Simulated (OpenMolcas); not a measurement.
# AlNH3OF (SMILES [NH2][Al]([OH])[F]), step by step

We compute the energy (HF/ANO-RCC-MB), then the energy (CASSCF(2,2)/ANO-RCC-VDZP), then the energy along one coordinate (CASPT2(2,2)/ANO-RCC-VDZP), then an energy scan (SC-NEVPT2(2,2)/ANO-RCC-VDZP), then the energy along one coordinate (MC-PDFT[tPBE](2,2)/ANO-RCC-VDZP) of AlNH3OF. 

The calculation is run with OpenMolcas 26.06.

### Step 1. The molecule

The species is AlNH3OF (7 atoms), meant as a singlet with charge 0. As SMILES, `[NH2][Al]([OH])[F]`. The shape is that of a PBE0-D4/def2-TZVP optimisation. This is one conformer, not always the lowest.

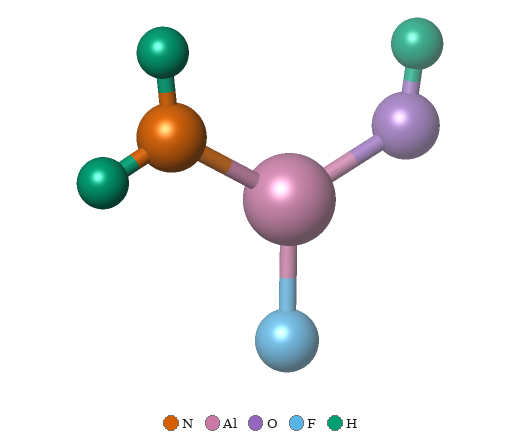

Viewed from a chosen angle; nitrogen orange, aluminium pink, oxygen purple, fluorine blue, hydrogen teal.

### Step 2. A single-point energy at HF/ANO-RCC-MB (DKH2) (run 1)

File struct.xyz:

```xyz
7

N     -0.569800     0.926800    -0.530800
Al    -0.133300    -0.630000     0.151800
O      1.368400    -1.004200     0.819000
F     -1.265600    -1.822100     0.146500
H     -1.473200     1.130200    -0.925100
H      0.029600     1.732300    -0.586700
H      2.105200    -0.401000     0.879500
```

File step1.inp:

```
&GATEWAY
Coord=struct.xyz
Basis=ANO-RCC-MB
Group=NoSym
&SEWARD
&SCF
PrOrbitals=0
&LOCALISATION
Occupied
Freeze
Pipek-Mezey
&LOCALISATION
FileOrb=$Project.LocOrb
Virtual
Pipek-Mezey
```

On the command line:

```bash
export MOLCAS_MEM=1860
pymolcas step1.inp > step1.log
```

Output:

```text
--- Start Module: gateway ---
[...]
--- Stop Module: gateway /rc=_RC_ALL_IS_WELL_ ---
[...]
      Basis functions           27
[...]
       Convergence after  10 Iterations
[...]
::    Total SCF energy                               -472.9831799979
[...]
      Total spin, S                                     0.0000000000
[...]
      Total electronic charge=   40.000000
      Total            charge=   -0.000000
[...]
      Dipole Moment (debye):
      Origin of the operator (angstrom)=   -0.1654   -0.6610    0.1507
                   X=  1.0363E+00               Y=  3.5693E+00               Z= -8.3452E-01           Total=  3.8092E+00
      Quadrupole Moment (debye*angstrom):
[...]
--- Start Module: localisation ---
[...]
--- Stop Module: localisation /rc=_RC_ALL_IS_WELL_ ---
--- Start Module: localisation ---
[...]
--- Stop Module: localisation /rc=_RC_ALL_IS_WELL_ ---
[...]
```

Run time: 1.9 s. Hardware: 1 thread of Intel Xeon 6975P-C (Granite Rapids), shared host; peak memory 0.38 GiB.

### Step 3. The energy at CASSCF(2,2)/ANO-RCC-VDZP (DKH2, RICD fitting) (run 2)

struct.xyz is that of step 2.

File step2.input:

```
* AlFH3NO CASSCF
>>> EXPORT MOLCAS_PRINT=2
&GATEWAY
Coord=struct.xyz
Basis=ANO-RCC-MB
Group=NoSym
&SEWARD
&RASSCF
FileOrb=$CurrDir/step1.LocOrb
Alter=2
1 11 20
1 21 26
Spin=1
Nactel=2 0 0
Inactive=19
Ras2=2
OrbListing=Nothing
>>> COPY $Project.RunFile RUNFIL1
>>> COPY $Project.RasOrb INPORB
&GATEWAY
Coord=struct.xyz
Basis=ANO-RCC-VDZP
Group=NoSym
RICD
&SEWARD
>>> COPY $Project.RunFile RUNFIL2
&EXPBAS
&RASSCF
FileOrb=$Project.ExpOrb
Spin=1
Nactel=2 0 0
Inactive=19
Ras2=2
OrbListing=Nothing
OrbAppear=Compact
```

On the command line:

```bash
export MOLCAS_MEM=1860
pymolcas step2.input > step2.log
```

Output:

```text
--- Start Module: gateway ---
[...]
      Basis functions           27
[...]
      Number of active orbitals                  2
[...]
      Spin quantum number                      0.0
[...]
      Active orbitals                            2
[...]
      Number of CSFs                             3
[...]
      Number of root(s) required                 1
[...]
      Convergence after 10 iterations
[...]
      printout of CI-coefficients larger than  0.05 for root  1
      energy=    -472.999189
      conf/sym  11     Coeff  Weight
             1  20   0.99546 0.99093
             3  02  -0.09522 0.00907
      Natural orbitals and occupation numbers for root  1
      sym 1:   1.981868   0.018132
      ************************************************************************************************************************
      *                                                    Final results                                                     *
[...]
::    RASSCF root number  1 Total energy:   -472.99918910
[...]
      Basis functions           75
[...]
      Convergence after 13 iterations
[...]
      Natural orbitals and occupation numbers for root  1
      sym 1:   1.983540   0.016460
      ************************************************************************************************************************
      *                                                    Final results                                                     *
[...]
::    RASSCF root number  1 Total energy:   -473.29678552
[...]
      Total electronic charge=   40.000000
      Total            charge=   -0.000000
[...]
      Dipole Moment (debye):
      Origin of the operator (angstrom)=   -0.1654   -0.6610    0.1507
                   X=  1.2898E+00               Y=  3.5767E+00               Z= -7.4553E-01           Total=  3.8745E+00
      Quadrupole Moment (debye*angstrom):
[...]
```

Wall time 5.4 s (1 thread of Intel Xeon 6975P-C (Granite Rapids), shared host); peak memory 0.38 GiB.

### Step 4. An energy scan at CASPT2(2,2)/ANO-RCC-VDZP (DKH2, RICD fitting, ipea shift 0.25 Eh, pt2 variant SS) (run 3)

File step3.inp:

```
* AlFH3NO CASPT2
>>> COPY $CurrDir/step2.RasOrb $Project.RasOrb
>>> ForEach K in (1, 2, 3, 4, 5, 6, 7, 8, 9)

&gateway
 coord
 $CurrDir/point$K.xyz
 basis
 ANO-RCC-VDZP
 group
 NoSym
 ricd

&seward

&rasscf
 fileorb
 $Project.RasOrb
 spin
 1
 nactel
 2 0 0
 inactive
 19
 ras2
 2
 orblisting
 Nothing
 orbappear
 Compact

&caspt2
 imaginary
 0.2
 frozen
 8
>>> EndDo
```

On the command line:

```bash
export MOLCAS_MEM=1860
pymolcas step3.inp > step3.log
```

Output:

```text
[...]
      Basis functions           75
[...]
      Number of active orbitals                  2
[...]
      Spin quantum number                      0.0
[...]
      Active orbitals                            2
[...]
      Number of CSFs                             3
[...]
      Number of root(s) required                 1
[...]
      Convergence after 11 iterations
[...]
      printout of CI-coefficients larger than  0.05 for root  1
      energy=    -473.284649
      conf/sym  11     Coeff  Weight
             1  20   0.99715 0.99431
             3  02  -0.07541 0.00569
      Natural orbitals and occupation numbers for root  1
      sym 1:   1.988627   0.011373
      ************************************************************************************************************************
      *                                                    Final results                                                     *
[...]
::    RASSCF root number  1 Total energy:   -473.28464946
[...]
::    CASPT2 Root  1     Total energy:   -473.90224199
[...]
      Convergence after 14 iterations
[...]
      Natural orbitals and occupation numbers for root  1
      sym 1:   1.983569   0.016431
      ************************************************************************************************************************
      *                                                    Final results                                                     *
[...]
      Convergence after 13 iterations
[...]
      Convergence after 11 iterations
[...]
      Convergence after 11 iterations
[...]
::    RASSCF root number  1 Total energy:   -473.12122373
[...]
::    CASPT2 Root  1     Total energy:   -473.72270257
[...]
      Convergence after 10 iterations
[...]
::    RASSCF root number  1 Total energy:   -473.11160661
[...]
      Reference weight:           0.85137
[...]
::    CASPT2 Root  1     Total energy:   -473.71010871
[...]
```

Run time: 35 s. Hardware: 1 thread of Intel Xeon 6975P-C (Granite Rapids), shared host; peak memory 0.083 GiB.

The scan, from its lowest point:

```csv
H5–N1 (Å),energy (kJ/mol)
0.906,31.4
1.006,0.0
1.107,16.2
1.258,82.3
1.459,193.0
1.711,319.7
2.013,428.0
2.416,502.8
3.019,535.9
```

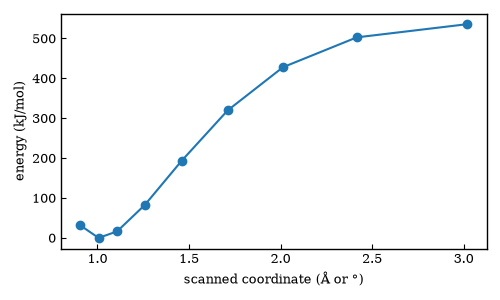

Energy along the scan.

### Step 5. An energy scan at SC-NEVPT2(2,2)/ANO-RCC-VDZP (DKH2, RICD fitting, pt2 variant SC-NEVPT2) (run 4)

File step4.inp:

```
* AlFH3NO NEVPT2
>>> COPY $CurrDir/step2.RasOrb $Project.RasOrb
>>> ForEach K in (1, 2, 3, 4, 5, 6, 7, 8, 9)

&GATEWAY
  Coord = $CurrDir/point$K.xyz
  Basis = ANO-RCC-VDZP
  Group = NoSym
  RICD

&SEWARD

&RASSCF
  FileOrb = $Project.RasOrb
  Spin = 1
  Nactel = 2 0 0
  Inactive = 19
  Ras2 = 2
  OrbListing = Nothing
  OrbAppear = Compact

&CASPT2
  SC-NEVPT2
  Frozen = 8
>>> EndDo
```

On the command line:

```bash
export MOLCAS_MEM=1860
pymolcas step4.inp > step4.log
```

Output:

```text
--- Start Module: gateway ---
[...]
      Basis functions           75
[...]
      Number of active orbitals                  2
[...]
      Spin quantum number                      0.0
[...]
      Active orbitals                            2
[...]
      Number of CSFs                             3
[...]
      Number of root(s) required                 1
[...]
      Convergence after 11 iterations
[...]
      printout of CI-coefficients larger than  0.05 for root  1
      energy=    -473.284649
      conf/sym  11     Coeff  Weight
             1  20   0.99715 0.99431
             3  02  -0.07541 0.00569
      Natural orbitals and occupation numbers for root  1
      sym 1:   1.988627   0.011373
      ************************************************************************************************************************
      *                                                    Final results                                                     *
[...]
::    RASSCF root number  1 Total energy:   -473.28464946
[...]
::    SC-NEVPT2 Root  1     Total energy:   -473.90052728
[...]
      Convergence after 14 iterations
[...]
      Natural orbitals and occupation numbers for root  1
      sym 1:   1.983569   0.016431
      ************************************************************************************************************************
      *                                                    Final results                                                     *
[...]
      Convergence after 13 iterations
[...]
      Convergence after 11 iterations
[...]
      Convergence after 11 iterations
[...]
::    RASSCF root number  1 Total energy:   -473.12122373
[...]
::    SC-NEVPT2 Root  1     Total energy:   -473.71920400
[...]
      Convergence after 10 iterations
[...]
::    RASSCF root number  1 Total energy:   -473.11160661
[...]
::    SC-NEVPT2 Root  1     Total energy:   -473.70674633
[...]
```

Run time: 34 s. Hardware: 1 thread of Intel Xeon 6975P-C (Granite Rapids), shared host; peak memory 0.083 GiB.

The scan, from its lowest point:

```csv
H5–N1 (Å),energy (kJ/mol)
0.906,33.2
1.006,0.0
1.107,14.7
1.258,79.3
1.459,190.0
1.711,319.8
2.013,432.4
2.416,509.3
3.019,542.0
```

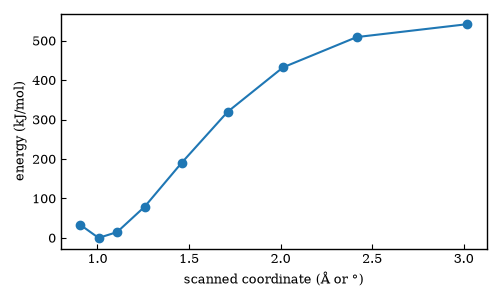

Energy along the scan.

### Step 6. An energy scan at MC-PDFT[tPBE](2,2)/ANO-RCC-VDZP (DKH2, RICD fitting) (run 5)

File step5.inp:

```
>>> COPY $CurrDir/step2.RasOrb $Project.RasOrb
>>> ForEach K in (1, 2, 3, 4, 5, 6, 7, 8, 9)
&GATEWAY
Coord=$CurrDir/point$K.xyz
Basis=ANO-RCC-VDZP
Group=NoSym
RICD
&SEWARD
&RASSCF
FileOrb=$Project.RasOrb
Spin=1
Nactel=2 0 0
Inactive=19
Ras2=2
OrbListing=Nothing
OrbAppear=Compact
&MCPDFT
KSDFT=T:PBE
>>> EndDo
```

On the command line:

```bash
export MOLCAS_MEM=1860
pymolcas step5.inp > step5.log
```

Output:

```text
--- Start Module: gateway ---
[...]
      Basis functions           75
[...]
      Number of active orbitals                  2
[...]
      Spin quantum number                      0.0
[...]
      Active orbitals                            2
[...]
      Number of CSFs                             3
[...]
      Number of root(s) required                 1
[...]
      Convergence after 11 iterations
[...]
      printout of CI-coefficients larger than  0.05 for root  1
      energy=    -473.284649
      conf/sym  11     Coeff  Weight
             1  20   0.99715 0.99431
             3  02  -0.07541 0.00569
      Natural orbitals and occupation numbers for root  1
      sym 1:   1.988627   0.011373
      ************************************************************************************************************************
      *                                                    Final results                                                     *
[...]
::    RASSCF root number  1 Total energy:   -473.28464946
[...]
::    MCPDFT root number  1 Total energy:   -474.51464143
[...]
      Convergence after 14 iterations
[...]
      Natural orbitals and occupation numbers for root  1
      sym 1:   1.983569   0.016431
      ************************************************************************************************************************
      *                                                    Final results                                                     *
[...]
      Convergence after 13 iterations
[...]
      Convergence after 11 iterations
[...]
      Convergence after 11 iterations
[...]
::    RASSCF root number  1 Total energy:   -473.12122373
[...]
::    MCPDFT root number  1 Total energy:   -474.32611609
[...]
      Convergence after 10 iterations
[...]
::    RASSCF root number  1 Total energy:   -473.11160661
[...]
::    MCPDFT root number  1 Total energy:   -474.31214547
[...]
```

It took 37 s on 1 thread of Intel Xeon 6975P-C (Granite Rapids), shared host; peak memory 0.083 GiB.

The scan, from its lowest point:

```csv
H5–N1 (Å),energy (kJ/mol)
0.906,32.0
1.006,0.0
1.107,15.5
1.258,80.7
1.459,191.7
1.711,323.2
2.013,441.5
2.416,527.0
3.019,563.7
```

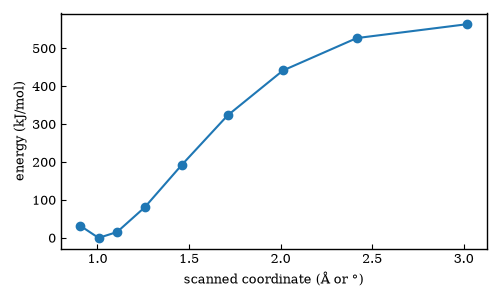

Energy along the scan.

### Step 7. Summary of results

| quantity | value |
| --- | --- |
| run 1, HF/ANO-RCC-MB: total energy | -472.98318 Eh |
| run 1, HF/ANO-RCC-MB: dipole moment | 3.81 D |
| run 1, HF/ANO-RCC-MB: HOMO energy | -11.64 eV |
| run 1, HF/ANO-RCC-MB: LUMO energy | 4.07 eV |
| run 1, HF/ANO-RCC-MB: HOMO–LUMO gap | 15.70 eV |
| run 2, CASSCF(2,2)/ANO-RCC-VDZP: total energy | -473.29679 Eh |
| run 2, CASSCF(2,2)/ANO-RCC-VDZP: dipole moment (CASSCF density) | 3.87 D |
| run 3, CASPT2(2,2)/ANO-RCC-VDZP: lowest energy of the scan | -473.91422 Eh |
| run 4, SC-NEVPT2(2,2)/ANO-RCC-VDZP: lowest energy of the scan | -473.91318 Eh |
| run 5, MC-PDFT[tPBE](2,2)/ANO-RCC-VDZP: lowest energy of the scan | -474.52683 Eh |
